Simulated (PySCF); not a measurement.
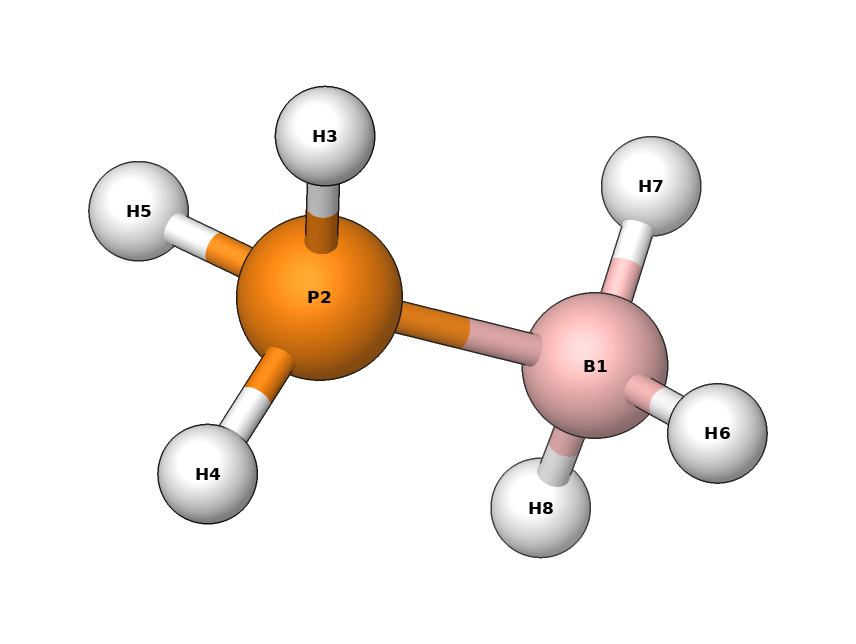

The computed structure is the end point of a PBE0-D3(BJ)/def2-SVP optimisation. No frequency run is at hand to confirm it as a minimum. Level of theory: delta-SCF UKS SCAN, pcX-2 on the ionised atom (unc-x2c-TZVPall on a metal), pcseg-1 elsewhere, spin-free X2C (PySCF 2.14.0).

Give the core-electron binding energies (to vacuum; p and d levels without spin–orbit splitting) of B1 1s, P2 1s, P2 2p.

```tsv
atom	level	binding energy (eV)
B1	1s	193.8
P2	1s	2152.0
P2	2p	138.6
```
